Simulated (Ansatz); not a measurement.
```xyz
11

N    -0.6194    2.4691   -0.4690
P    -0.7801    0.8262   -0.1749
B     0.6158   -0.2539   -0.5110
Si    0.5444   -2.0699    0.3278
H    -0.0165    3.0192    0.1211
H    -1.4455    2.9683   -0.7543
H    -1.2962    0.6025    1.1204
H     1.4232    0.0550   -1.3337
H     0.5440   -3.1608   -0.6872
H     1.7502   -2.2601    1.1863
H    -0.6545   -2.2526    1.1951
```

Geometry: PBE0-D4/def2-TZVP.

Computed with RKS PBE0-D4/def2-TZVPP (Ansatz 0.2.0).

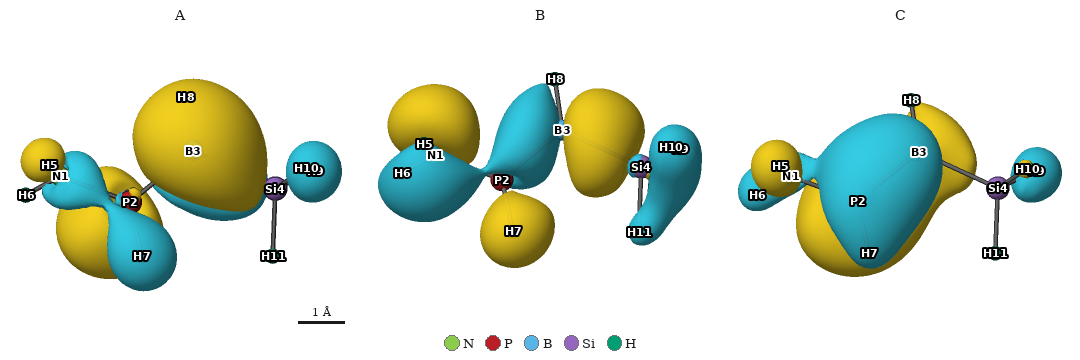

BH7NPSi (SMILES NPB[SiH3]). Three frontier orbitals at ±0.08 Å⁻³ᐟ² (yellow and cyan are the two phases), in no order.

Which picture is the HOMO−1, the HOMO and the LUMO?

Answer. B is the HOMO−1 (−7.89 eV). Its weight (Hirshfeld) is mainly on N1 (about 40 %), B3 (about 15 %), P2 (about 15 %) and Si4 (about 15 %). C is the HOMO (−7.00 eV). It lies mainly on P2 (about 60 %) and B3 (about 20 %). A is the LUMO (−1.83 eV). Its weight (Hirshfeld) is mainly on B3 (about 40 %), P2 (about 25 %) and Si4 (about 10 %).

What is the HOMO–LUMO gap?

Answer. 5.17 eV between the orbital energies.
